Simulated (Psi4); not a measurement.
**BPH4Cl− (SMILES P[BH2-]Cl) at B3LYP/6-31G(d) (Cartesian functions)**

What is the energy change on altering one bond length of BPH4Cl− at B3LYP/6-31G* (Cartesian functions)? 

The calculation is run with Psi4 1.11.

3 further runs of the same task are left out: 3 that didn't finish.

## 1. The system as given

BPH4Cl− has 7 atoms, charge -1, and is taken as a singlet. As SMILES, `P[BH2-]Cl`. Geometry: relaxed at GFN2-xTB. This is one conformer, not always the lowest.

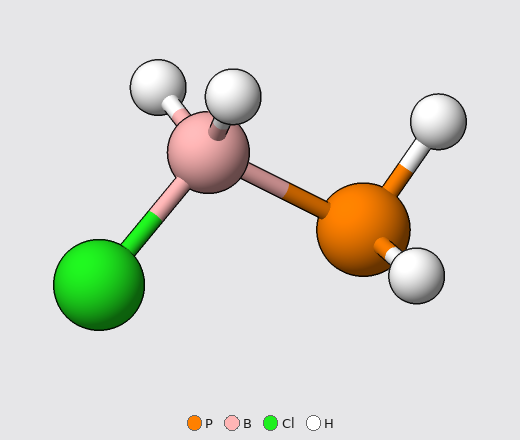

Viewed from a chosen angle; phosphorus orange, boron pink, chlorine green, hydrogen white.

## 2. A single-point energy at B3LYP/6-31G(d) (Cartesian functions)

input.json reads:

```json
{
 "schema_name": "qcschema_input",
 "schema_version": 1,
 "molecule": {
  "schema_name": "qcschema_molecule",
  "schema_version": 2,
  "symbols": ["P", "B", "Cl", "H", "H", "H", "H"],
  "geometry": [-2.37139842, 0.57302165, -0.21448392, 1.20050521, -0.05824136, 0.73604833, 1.25638441, -3.05194549, 2.55944506, -2.57637701, -1.2095381, -2.11522714, -1.89218277, 2.46180291, -1.96023181, 2.48653943, -0.32858558, -1.10925034, 1.89652914, 1.61344817, 2.10369981],
  "molecular_charge": -1,
  "molecular_multiplicity": 1,
  "fix_symmetry": "c1",
  "fix_com": true,
  "fix_orientation": true
 },
 "driver": "energy",
 "model": {
  "method": "b3lyp",
  "basis": "6-31G*"
 },
 "keywords": {
  "puream": false,
  "e_convergence": 1e-09,
  "d_convergence": 1e-08,
  "scf_type": "pk",
  "dft_radial_points": 99,
  "dft_spherical_points": 590,
  "scf_properties": ["LOWDIN_CHARGES", "QUADRUPOLE", "MULLIKEN_CHARGES"]
 }
}
```

Launch:

```bash
$ psi4 --qcschema input.json -n 1 --memory 1600MB
```

stdout:

```text
[...]
  Running in c1 symmetry.
[...]
  Nuclear repulsion =  125.231616756061612
[...]
  Multiplicity = 1
[...]
  Nalpha       = 21
  Nbeta        = 21
[...]
    Number of basis functions: 61
[...]
   @RKS iter   1:  -828.70961686908299   -2.61143e-01   8.08331e-03 ADIIS/DIIS
[...]
   @RKS iter  11:  -828.88781219499526   -2.27374e-13   4.22975e-09 DIIS
[...]
    Orbital Energies [Eh]
    ---------------------
    Doubly Occupied:
       1A   -101.307206     2A    -76.857458     3A     -9.224608
       4A     -6.985483     5A     -6.980424     6A     -6.980198
       7A     -6.532329     8A     -6.333656     9A     -4.496827
      10A     -4.494674    11A     -4.490522    12A     -0.594483
      13A     -0.441443    14A     -0.282063    15A     -0.201487
      16A     -0.167350    17A     -0.142959    18A     -0.136911
      19A     -0.085480    20A     -0.065654    21A     -0.036822
[...]
  @RKS Final Energy:  -828.88781219499526
   => Energetics <=
    Nuclear Repulsion Energy =            125.2316167560616123
    One-Electron Energy =               -1401.6544099535387886
    Two-Electron Energy =                 493.7611019343046337
    DFT Exchange-Correlation Energy =     -46.2261209318227202
    Empirical Dispersion Energy =           0.0000000000000000
    VV10 Nonlocal Energy =                  0.0000000000000000
    Total Energy =                       -828.8878121949952629
[...]
 Multipole Moments:
 ------------------------------------------------------------------------------------
     Multipole            Electronic (a.u.)      Nuclear  (a.u.)        Total (a.u.)
 ------------------------------------------------------------------------------------
 L = 1.  Multiply by 2.5417464519 to convert [e a0] to [Debye]
 Dipole X            :          8.2807811           -8.2954065           -0.0146254
 Dipole Y            :         41.8885896          -41.0418280            0.8467617
 Dipole Z            :        -42.1491221           40.8925394           -1.2565827
 Magnitude           :                                                    1.5153281
 L = 2.  Multiply by 1.3450342976 to convert [e a0^2] to [Debye ang]
 Quadrupole XX       :       -173.3440939          138.3913264          -34.9527675
 Quadrupole XY       :         87.7520544          -85.2166637            2.5353906
[...]
  Mulliken Charges: (a.u.)
   Center  Symbol    Alpha    Beta     Spin     Total
       1     P     7.62600  7.62600  0.00000 -0.25200
       2     B     2.51794  2.51794  0.00000 -0.03587
       3    CL     8.70747  8.70747  0.00000 -0.41493
       4     H     0.51438  0.51438  0.00000 -0.02876
       5     H     0.52373  0.52373  0.00000 -0.04747
       6     H     0.55494  0.55494  0.00000 -0.10987
       7     H     0.55555  0.55555  0.00000 -0.11109
   Total alpha = 21.00000, Total beta = 21.00000, Total charge = -1.00000
  Lowdin Charges: (a.u.)
[...]
```

The result, in JSON:

```text
{
 "driver": "energy",
 "model": {
  "method": "b3lyp",
  "basis": "6-31G*"
 },
 "success": true,
 "return_result": -828.8878121949953,
 "properties": {
  "calcinfo_nbasis": 61,
  "calcinfo_nmo": 61,
  "calcinfo_nalpha": 21,
  "calcinfo_nbeta": 21,
  "calcinfo_natom": 7,
  "nuclear_repulsion_energy": 125.23161675606161,
  "return_energy": -828.8878121949953,
  "scf_one_electron_energy": -1401.6544099535388,
  "scf_two_electron_energy": 493.76110193430463,
  "scf_xc_energy": -46.22612093182272,
  "scf_dipole_moment": [-0.014625362317731927, 0.84676165023739, -1.2565826860598435],
  "scf_total_energy": -828.8878121949953,
  "scf_iterations": 11
 }
}
```

Wall time 19 s (1 thread of AMD EPYC 7R43 (Zen 3), shared host); peak memory 0.83 GiB.

## 3. The distorted shape

bclh4p.xyz reads:

```xyz
7
BClH4P
P     -2.199965     0.470253    -0.364997
B      0.635280    -0.030820     0.389500
Cl     0.664850    -1.615020     1.354400
H     -2.308435    -0.473037    -1.370827
H     -1.946375     1.469753    -1.288807
H      1.315820    -0.173880    -0.586990
H      1.003600     0.853800     1.113230
```

calc.py reads:

```python
import psi4

psi4.set_memory('1600 MB')
psi4.set_num_threads(1)
psi4.set_output_file('bclh4p.out', False)

with open('bclh4p.xyz') as f:
    atoms = ''.join(f.readlines()[2:])
mol = psi4.geometry('-1 1\n' + atoms + 'symmetry c1')

psi4.set_options({
    'basis': '6-31G*',
    'puream': False,
    'e_convergence': 1e-09,
    'd_convergence': 1e-08,
    'scf_type': 'pk',
    'dft_radial_points': 99,
    'dft_spherical_points': 590,
})

e, wfn = psi4.energy('b3lyp', return_wfn=True)
psi4.oeprop(wfn, 'MULLIKEN_CHARGES', 'DIPOLE', 'WIBERG_LOWDIN_INDICES')
print('E =', round(e, 9))
for k, v in sorted(psi4.core.scalar_variables().items()):
    print(f'{k:45s} {v:18.10f}')
```

Launch:

```bash
$ python calc.py
```

bclh4p.out:

```text
[...]
  Running in c1 symmetry.
[...]
  Nuclear repulsion =  105.984318289382784
[...]
  Multiplicity = 1
[...]
  Nalpha       = 21
  Nbeta        = 21
[...]
    Number of basis functions: 61
[...]
   @RKS iter   1:  -828.71225931589061   -6.02224e-01   6.71054e-03 DIIS/ADIIS
[...]
   @RKS iter  11:  -828.84038528365841    5.68434e-13   3.24653e-09 DIIS
[...]
    Orbital Energies [Eh]
    ---------------------
    Doubly Occupied:
       1A   -101.341712     2A    -76.860693     3A     -9.258954
       4A     -7.019949     5A     -7.015071     6A     -7.014111
       7A     -6.606078     8A     -6.333396     9A     -4.496375
      10A     -4.493829    11A     -4.491461    12A     -0.625288
      13A     -0.418156    14A     -0.315148    15A     -0.190390
      16A     -0.186954    17A     -0.180644    18A     -0.143110
      19A     -0.101451    20A     -0.092071    21A     -0.012257
[...]
  @RKS Final Energy:  -828.84038528365841
   => Energetics <=
    Nuclear Repulsion Energy =            105.9843182893827844
    One-Electron Energy =               -1362.4163571873041292
    Two-Electron Energy =                 473.7123756587312187
    DFT Exchange-Correlation Energy =     -46.1207220444684296
    Empirical Dispersion Energy =           0.0000000000000000
    VV10 Nonlocal Energy =                  0.0000000000000000
    Total Energy =                       -828.8403852836585202
[...]
 Multipole Moments:
 ------------------------------------------------------------------------------------
     Multipole            Electronic (a.u.)      Nuclear  (a.u.)        Total (a.u.)
 ------------------------------------------------------------------------------------
 L = 1.  Multiply by 2.5417464519 to convert [e a0] to [Debye]
 Dipole X            :          1.0757848           -0.5319755            0.5438093
 Dipole Y            :         -3.6546499            3.1281266           -0.5265233
 Dipole Z            :          3.8360403           -3.7285878            0.1074525
 Magnitude           :                                                    0.7645269
[...]
  Mulliken Charges: (a.u.)
   Center  Symbol    Alpha    Beta     Spin     Total
       1     P     7.72918  7.72918  0.00000 -0.45837
       2     B     2.45947  2.45947  0.00000  0.08105
       3    CL     8.67645  8.67645  0.00000 -0.35290
       4     H     0.52328  0.52328  0.00000 -0.04657
       5     H     0.52728  0.52728  0.00000 -0.05456
       6     H     0.54295  0.54295  0.00000 -0.08589
       7     H     0.54138  0.54138  0.00000 -0.08276
   Total alpha = 21.00000, Total beta = 21.00000, Total charge = -1.00000
  Wiberg Bond Indices using Orthogonal Lowdin Orbitals:
[...]
```

The script printed:

```text
E = -828.840385284
CURRENT ENERGY                                   -828.8403852837
CURRENT REFERENCE ENERGY                         -828.8403852837
DD SOLVATION ENERGY                                 0.0000000000
DFT FUNCTIONAL TOTAL ENERGY                      -828.8403852837
DFT TOTAL ENERGY                                 -828.8403852837
DFT VV10 ENERGY                                     0.0000000000
DFT XC ENERGY                                     -46.1207220445
GRID ELECTRONS ALPHA                               21.0000000338
GRID ELECTRONS BETA                                21.0000000338
GRID ELECTRONS TOTAL                               42.0000000677
NUCLEAR REPULSION ENERGY                          105.9843182894
ONE-ELECTRON ENERGY                             -1362.4163571873
PCM POLARIZATION ENERGY                             0.0000000000
PE ENERGY                                           0.0000000000
SCF ITERATION ENERGY                             -828.8403852837
SCF ITERATIONS                                     11.0000000000
SCF TOTAL ENERGY                                 -828.8403852837
TWO-ELECTRON ENERGY                               473.7123756587
XC GRID RADIAL POINTS                              99.0000000000
XC GRID SPHERICAL POINTS                          590.0000000000
XC GRID TOTAL POINTS                           387352.0000000000
```

Run time: 16 s. Hardware: 1 thread of AMD EPYC 7R43 (Zen 3), shared host; peak memory 0.8 GiB.

## 4. What came out

At B3LYP/6-31G* (Cartesian functions):

```
                                                              quantity          value
                                             first shape: total energy  -828.88781 Eh
                                              first shape: HOMO energy       -1.00 eV
                                              first shape: LUMO energy        6.29 eV
    first shape: HOMO–LUMO gap (to an unbound level, set by the basis)        7.29 eV
                                         distorted shape: total energy  -828.84039 Eh
                                          distorted shape: HOMO energy       -0.33 eV
                                          distorted shape: LUMO energy        4.15 eV
distorted shape: HOMO–LUMO gap (to an unbound level, set by the basis)        4.49 eV
     energy change with the P1–B2 bond stretched from 1.984 to 2.976 Å       1.291 eV
```

What this shows: With the P1–B2 bond stretched from 1.984 to 2.976 Å the energy rises by 1.29 eV (125 kJ/mol). The first shape isn't relaxed at this level, so the change isn't measured from a minimum.
